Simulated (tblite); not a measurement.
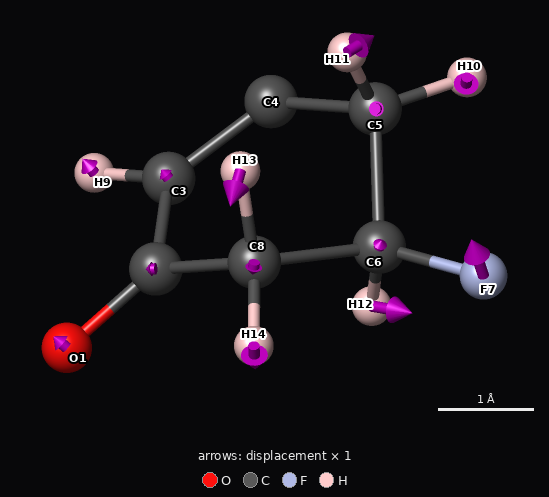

This is a relaxation of C$_{6}$H$_{6}$FO (multiplicity 2). The starting structure is drawn; purple arrows show the displacements, at their true length. The two geometries are superimposed by the best rigid fit.

A ball-and-stick model, seen from a free direction.

Method: GFN2-xTB geometry optimisation, gas phase (tblite 0.8.0). 

Q: What happened in the run?

A: The energy falls by 0.588 eV in 35 geometry steps. The largest move after the best rigid fit is that of the F atom, 0.54 Å. By element the largest moves are F 0.54 Å, H 0.53 Å, O 0.19 Å, C 0.16 Å. Near-neighbour distances that change, for instance: C–O 1.252 → 1.203 Å, C–C 1.349 → 1.308 Å, C–C 1.488 → 1.458 Å, C–C 1.460 → 1.490 Å. Bond angles that change, for instance: C–C–C 104.4° → 113.1°, C–C–C 103.1° → 111.2°, C–C–C 121.7° → 129.3°.
